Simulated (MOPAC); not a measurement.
**Molecular dynamics of C₆H₇N (part 2 of 2)**

C₆H₇N, SMILES C=C=C1C=NCC1; PM7-, closed shell, COSMO solvent ethanol (MOPAC 23.2.5). The atoms were displaced at random from an optimised geometry.

Geometry of the input (Å):
```
C  2.8609  -0.1489  0.2535
C  1.6486  -0.1222  0.0825
C  0.3244  -0.0122  -0.0654
C  -0.3898  -0.5894  -1.2376
N  -1.7117  -0.5119  -1.3102
C  -2.0451  0.2184  -0.0835
C  -0.8029  0.4295  0.8101
H  3.2974  -0.9990  0.7311
H  3.4452  0.5942  -0.0462
H  0.2366  -1.0775  -2.0010
H  -2.4441  1.1579  -0.3334
H  -2.8355  -0.3736  0.5274
H  -0.6380  1.4953  1.0419
H  -0.8353  -0.1159  1.6951
```

Trajectory as extended XYZ, continued:
```
14
Properties=species:S:1:pos:R:3 step=16 time_fs=16.0 energy=2.74073
C     2.9199   -0.1612    0.2638
C     1.6166   -0.0913    0.1072
C     0.3082   -0.0831   -0.1136
C    -0.3549   -0.6446   -1.3475
N    -1.6581   -0.4799   -1.2507
C    -2.1358    0.2380   -0.0428
C    -0.8234    0.4756    0.8286
H     3.5410   -0.9453    0.7124
H     3.6951    0.5899   -0.0215
H     0.1429   -1.1284   -2.1774
H    -2.6326    1.1893   -0.3673
H    -2.9133   -0.3670    0.4506
H    -0.7179    1.5217    1.1715
H    -0.8522   -0.1228    1.7819
14
Properties=species:S:1:pos:R:3 step=17 time_fs=17.0 energy=3.05769
C     2.9169   -0.1627    0.2641
C     1.6007   -0.0885    0.1076
C     0.3366   -0.0886   -0.1124
C    -0.3517   -0.6476   -1.3526
N    -1.6607   -0.4772   -1.2477
C    -2.1387    0.2364   -0.0398
C    -0.8302    0.4779    0.8269
H     3.5286   -0.9491    0.7119
H     3.7059    0.6136   -0.0331
H     0.1380   -1.1274   -2.1839
H    -2.6507    1.2121   -0.3709
H    -2.8971   -0.3604    0.4457
H    -0.7080    1.5242    1.1626
H    -0.8524   -0.1367    1.7989
14
Properties=species:S:1:pos:R:3 step=18 time_fs=18.0 energy=3.46946
C     2.9133   -0.1635    0.2641
C     1.5928   -0.0856    0.1097
C     0.3587   -0.0942   -0.1123
C    -0.3504   -0.6495   -1.3557
N    -1.6624   -0.4743   -1.2450
C    -2.1402    0.2352   -0.0372
C    -0.8372    0.4791    0.8245
H     3.5074   -0.9540    0.7113
H     3.7022    0.6327   -0.0442
H     0.1330   -1.1261   -2.1902
H    -2.6640    1.2286   -0.3710
H    -2.8823   -0.3563    0.4449
H    -0.6956    1.5229    1.1477
H    -0.8526   -0.1460    1.8056
14
Properties=species:S:1:pos:R:3 step=19 time_fs=19.0 energy=3.58631
C     2.9093   -0.1632    0.2636
C     1.5954   -0.0832    0.1131
C     0.3693   -0.0989   -0.1136
C    -0.3515   -0.6500   -1.3563
N    -1.6625   -0.4720   -1.2431
C    -2.1398    0.2350   -0.0357
C    -0.8429    0.4789    0.8221
H     3.4825   -0.9596    0.7109
H     3.6829    0.6408   -0.0515
H     0.1290   -1.1248   -2.1955
H    -2.6682    1.2323   -0.3667
H    -2.8747   -0.3573    0.4501
H    -0.6835    1.5185    1.1300
H    -0.8529   -0.1473    1.7983
14
Properties=species:S:1:pos:R:3 step=20 time_fs=20.0 energy=3.43385
C     2.9060   -0.1620    0.2629
C     1.6049   -0.0812    0.1173
C     0.3708   -0.1028   -0.1158
C    -0.3541   -0.6493   -1.3550
N    -1.6615   -0.4701   -1.2420
C    -2.1381    0.2357   -0.0350
C    -0.8471    0.4776    0.8197
H     3.4573   -0.9661    0.7113
H     3.6537    0.6403   -0.0554
H     0.1257   -1.1236   -2.1997
H    -2.6652    1.2256   -0.3593
H    -2.8735   -0.3625    0.4597
H    -0.6725    1.5129    1.1116
H    -0.8533   -0.1425    1.7816
14
Properties=species:S:1:pos:R:3 step=21 time_fs=21.0 energy=3.17730
C     2.9057   -0.1600    0.2622
C     1.6196   -0.0789    0.1228
C     0.3636   -0.1068   -0.1196
C    -0.3587   -0.6475   -1.3514
N    -1.6593   -0.4682   -1.2413
C    -2.1349    0.2372   -0.0350
C    -0.8508    0.4748    0.8166
H     3.4281   -0.9757    0.7130
H     3.6118    0.6330   -0.0575
H     0.1221   -1.1218   -2.2029
H    -2.6554    1.2085   -0.3477
H    -2.8772   -0.3721    0.4748
H    -0.6600    1.5066    1.0891
H    -0.8542   -0.1320    1.7545
14
Properties=species:S:1:pos:R:3 step=22 time_fs=22.0 energy=2.92169
C     2.9116   -0.1576    0.2620
C     1.6351   -0.0763    0.1288
C     0.3473   -0.1105   -0.1247
C    -0.3648   -0.6446   -1.3459
N    -1.6562   -0.4666   -1.2413
C    -2.1303    0.2391   -0.0354
C    -0.8532    0.4709    0.8126
H     3.4000   -0.9888    0.7167
H     3.5659    0.6228   -0.0586
H     0.1180   -1.1192   -2.2040
H    -2.6408    1.1843   -0.3337
H    -2.8839   -0.3840    0.4923
H    -0.6476    1.5017    1.0652
H    -0.8555   -0.1188    1.7236
14
Properties=species:S:1:pos:R:3 step=23 time_fs=23.0 energy=2.95627
C     2.9244   -0.1555    0.2626
C     1.6455   -0.0734    0.1343
C     0.3266   -0.1137   -0.1301
C    -0.3717   -0.6409   -1.3388
N    -1.6528   -0.4651   -1.2420
C    -2.1248    0.2409   -0.0361
C    -0.8541    0.4660    0.8074
H     3.3755   -1.0059    0.7230
H     3.5250    0.6159   -0.0609
H     0.1132   -1.1154   -2.2020
H    -2.6248    1.1588   -0.3192
H    -2.8900   -0.3958    0.5095
H    -0.6354    1.4999    1.0411
H    -0.8573   -0.1065    1.6961
14
Properties=species:S:1:pos:R:3 step=24 time_fs=24.0 energy=3.00815
C     2.9419   -0.1542    0.2641
C     1.6460   -0.0708    0.1381
C     0.3081   -0.1162   -0.1344
C    -0.3784   -0.6368   -1.3309
N    -1.6500   -0.4640   -1.2432
C    -2.1190    0.2417   -0.0367
C    -0.8534    0.4609    0.8011
H     3.3575   -1.0254    0.7312
H     3.4987    0.6182   -0.0663
H     0.1079   -1.1106   -2.1969
H    -2.6120    1.1392   -0.3070
H    -2.8921   -0.4046    0.5226
H    -0.6245    1.5015    1.0188
H    -0.8595   -0.0989    1.6795
14
Properties=species:S:1:pos:R:3 step=25 time_fs=25.0 energy=3.05860
C     2.9623   -0.1538    0.2664
C     1.6385   -0.0682    0.1405
C     0.2915   -0.1180   -0.1374
C    -0.3850   -0.6324   -1.3222
N    -1.6480   -0.4629   -1.2452
C    -2.1126    0.2413   -0.0370
C    -0.8511    0.4553    0.7930
H     3.3452   -1.0470    0.7412
H     3.4890    0.6331   -0.0765
H     0.1019   -1.1045   -2.1883
H    -2.6043    1.1286   -0.2974
H    -2.8884   -0.4096    0.5312
H    -0.6143    1.5062    0.9971
H    -0.8621   -0.0970    1.6760
14
Properties=species:S:1:pos:R:3 step=26 time_fs=26.0 energy=3.13534
C     2.9820   -0.1543    0.2694
C     1.6262   -0.0661    0.1422
C     0.2768   -0.1190   -0.1386
C    -0.3915   -0.6273   -1.3120
N    -1.6478   -0.4619   -1.2482
C    -2.1053    0.2388   -0.0370
C    -0.8463    0.4490    0.7822
H     3.3390   -1.0702    0.7527
H     3.5002    0.6644   -0.0932
H     0.0951   -1.0964   -2.1751
H    -2.6046    1.1317   -0.2912
H    -2.8757   -0.4094    0.5334
H    -0.6045    1.5135    0.9740
H    -0.8652   -0.1017    1.6898
14
Properties=species:S:1:pos:R:3 step=27 time_fs=27.0 energy=3.17939
C     2.9929   -0.1551    0.2718
C     1.6157   -0.0652    0.1427
C     0.2693   -0.1190   -0.1376
C    -0.3954   -0.6237   -1.3044
N    -1.6496   -0.4611   -1.2511
C    -2.0998    0.2357   -0.0367
C    -0.8411    0.4443    0.7732
H     3.3395   -1.0837    0.7600
H     3.5221    0.6940   -0.1075
H     0.0906   -1.0901   -2.1632
H    -2.6110    1.1443   -0.2899
H    -2.8602   -0.4053    0.5297
H    -0.5989    1.5187    0.9578
H    -0.8676   -0.1082    1.7103
14
Properties=species:S:1:pos:R:3 step=28 time_fs=28.0 energy=3.24366
C     3.0002   -0.1561    0.2745
C     1.6033   -0.0649    0.1425
C     0.2649   -0.1180   -0.1339
C    -0.3987   -0.6198   -1.2960
N    -1.6542   -0.4601   -1.2552
C    -2.0937    0.2308   -0.0361
C    -0.8332    0.4390    0.7623
H     3.3456   -1.0912    0.7654
H     3.5568    0.7266   -0.1222
H     0.0872   -1.0831   -2.1485
H    -2.6231    1.1668   -0.2911
H    -2.8374   -0.3975    0.5205
H    -0.5950    1.5224    0.9407
H    -0.8698   -0.1154    1.7395
14
Properties=species:S:1:pos:R:3 step=29 time_fs=29.0 energy=3.32355
C     3.0011   -0.1564    0.2765
C     1.5933   -0.0654    0.1417
C     0.2655   -0.1163   -0.1281
C    -0.4004   -0.6169   -1.2892
N    -1.6609   -0.4592   -1.2597
C    -2.0889    0.2260   -0.0357
C    -0.8245    0.4344    0.7531
H     3.3557   -1.0877    0.7660
H     3.5907    0.7457   -0.1298
H     0.0870   -1.0781   -2.1359
H    -2.6350    1.1891   -0.2934
H    -2.8155   -0.3895    0.5095
H    -0.5944    1.5221    0.9275
H    -0.8707   -0.1179    1.7641
14
Properties=species:S:1:pos:R:3 step=30 time_fs=30.0 energy=3.35669
C     2.9968   -0.1560    0.2776
C     1.5865   -0.0666    0.1406
C     0.2697   -0.1141   -0.1210
C    -0.4011   -0.6148   -1.2841
N    -1.6688   -0.4582   -1.2643
C    -2.0853    0.2218   -0.0356
C    -0.8155    0.4305    0.7459
H     3.3681   -1.0753    0.7625
H     3.6180    0.7487   -0.1294
H     0.0897   -1.0752   -2.1260
H    -2.6431    1.2054   -0.2951
H    -2.7984   -0.3839    0.4999
H    -0.5963    1.5184    0.9179
H    -0.8702   -0.1143    1.7795
14
Properties=species:S:1:pos:R:3 step=31 time_fs=31.0 energy=3.27704
C     2.9845   -0.1538    0.2779
C     1.5821   -0.0689    0.1389
C     0.2793   -0.1107   -0.1100
C    -0.4012   -0.6130   -1.2790
N    -1.6806   -0.4570   -1.2707
C    -2.0818    0.2175   -0.0363
C    -0.8031    0.4262    0.7393
H     3.3873   -1.0483    0.7534
H     3.6426    0.7290   -0.1173
H     0.0977   -1.0742   -2.1165
H    -2.6463    1.2154   -0.2952
H    -2.7849   -0.3824    0.4920
H    -0.6018    1.5101    0.9096
H    -0.8670   -0.1001    1.7847
14
Properties=species:S:1:pos:R:3 step=32 time_fs=32.0 energy=3.08159
C     2.9722   -0.1514    0.2774
C     1.5826   -0.0710    0.1377
C     0.2876   -0.1083   -0.1018
C    -0.4010   -0.6122   -1.2765
N    -1.6891   -0.4561   -1.2754
C    -2.0801    0.2154   -0.0374
C    -0.7945    0.4238    0.7366
H     3.4019   -1.0252    0.7453
H     3.6509    0.7019   -0.1023
H     0.1054   -1.0751   -2.1120
H    -2.6428    1.2135   -0.2934
H    -2.7826   -0.3858    0.4907
H    -0.6069    1.5036    0.9069
H    -0.8632   -0.0848    1.7786
14
Properties=species:S:1:pos:R:3 step=33 time_fs=33.0 energy=2.83944
C     2.9532   -0.1474    0.2760
C     1.5887   -0.0738    0.1366
C     0.2976   -0.1055   -0.0919
C    -0.4010   -0.6118   -1.2745
N    -1.6994   -0.4551   -1.2813
C    -2.0789    0.2139   -0.0393
C    -0.7840    0.4214    0.7352
H     3.4213   -0.9946    0.7347
H     3.6526    0.6572   -0.0784
H     0.1168   -1.0774   -2.1077
H    -2.6325    1.2020   -0.2890
H    -2.7873   -0.3948    0.4939
H    -0.6141    1.4967    0.9066
H    -0.8568   -0.0614    1.7628
14
Properties=species:S:1:pos:R:3 step=34 time_fs=34.0 energy=2.62269
C     2.9300   -0.1424    0.2739
C     1.6020   -0.0771    0.1361
C     0.3059   -0.1030   -0.0825
C    -0.4014   -0.6117   -1.2735
N    -1.7092   -0.4542   -1.2875
C    -2.0786    0.2132   -0.0418
C    -0.7736    0.4198    0.7357
H     3.4422   -0.9637    0.7247
H     3.6469    0.6043   -0.0503
H     0.1296   -1.0806   -2.1039
H    -2.6165    1.1821   -0.2822
H    -2.7986   -0.4081    0.5017
H    -0.6219    1.4927    0.9097
H    -0.8485   -0.0346    1.7413
14
Properties=species:S:1:pos:R:3 step=35 time_fs=35.0 energy=2.67488
C     2.9054   -0.1372    0.2716
C     1.6188   -0.0806    0.1358
C     0.3127   -0.1011   -0.0742
C    -0.4026   -0.6121   -1.2736
N    -1.7176   -0.4534   -1.2938
C    -2.0791    0.2128   -0.0446
C    -0.7639    0.4192    0.7378
H     3.4634   -0.9366    0.7170
H     3.6385    0.5530   -0.0227
H     0.1421   -1.0837   -2.0996
H    -2.5978    1.1587   -0.2739
H    -2.8126   -0.4229    0.5118
H    -0.6292    1.4936    0.9158
H    -0.8391   -0.0087    1.7211
14
Properties=species:S:1:pos:R:3 step=36 time_fs=36.0 energy=3.11549
C     2.8857   -0.1326    0.2699
C     1.6306   -0.0839    0.1348
C     0.3200   -0.0998   -0.0673
C    -0.4045   -0.6127   -1.2744
N    -1.7240   -0.4528   -1.2998
C    -2.0803    0.2122   -0.0474
C    -0.7553    0.4197    0.7410
H     3.4836   -0.9155    0.7126
H     3.6335    0.5118    0.0005
H     0.1530   -1.0862   -2.0941
H    -2.5804    1.1376   -0.2653
H    -2.8255   -0.4363    0.5216
H    -0.6357    1.4997    0.9241
H    -0.8293    0.0126    1.7090
14
Properties=species:S:1:pos:R:3 step=37 time_fs=37.0 energy=3.43649
C     2.8722   -0.1289    0.2692
C     1.6349   -0.0872    0.1328
C     0.3280   -0.0993   -0.0618
C    -0.4072   -0.6135   -1.2760
N    -1.7284   -0.4525   -1.3056
C    -2.0820    0.2108   -0.0499
C    -0.7478    0.4215    0.7449
H     3.5016   -0.9008    0.7116
H     3.6364    0.4854    0.0173
H     0.1615   -1.0878   -2.0871
H    -2.5671    1.1239   -0.2574
H    -2.8340   -0.4462    0.5289
H    -0.6409    1.5099    0.9337
H    -0.8199    0.0274    1.7092
14
Properties=species:S:1:pos:R:3 step=38 time_fs=38.0 energy=3.56732
C     2.8645   -0.1263    0.2697
C     1.6330   -0.0905    0.1299
C     0.3358   -0.0994   -0.0578
C    -0.4108   -0.6144   -1.2781
N    -1.7307   -0.4524   -1.3113
C    -2.0843    0.2082   -0.0519
C    -0.7413    0.4249    0.7494
H     3.5169   -0.8921    0.7140
H     3.6501    0.4761    0.0270
H     0.1675   -1.0883   -2.0784
H    -2.5602    1.1211   -0.2505
H    -2.8364   -0.4515    0.5325
H    -0.6451    1.5231    0.9440
H    -0.8108    0.0350    1.7239
```

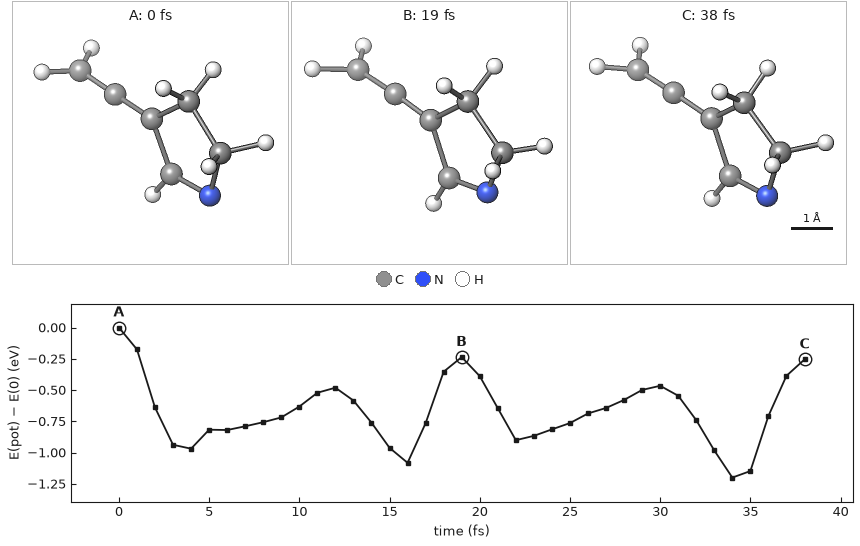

**Figure 1.** Frames of the molecular dynamics (ball-and-stick, seen at a tilt) above the curves, on which the letters mark them. The trajectory kept here has 39 frames over 38 fs. The potential energy ends 0.256 eV below its first value. After an unweighted best fit of the last frame on the first, the root-mean-square displacement is 0.12 Å, and H9 has moved furthest (0.25 Å).

Key numbers:

| quantity | value |
| --- | --- |
| outcome | finished |
| trajectory | 39 frames kept, 38 fs |
| basis functions (step not recorded) | 35 |
| wall time | 2.9 s |
| peak memory | 0.073 GiB |

Remarks:

MOPAC's energies along a path are heats of formation. So short a trajectory is not equilibrated.
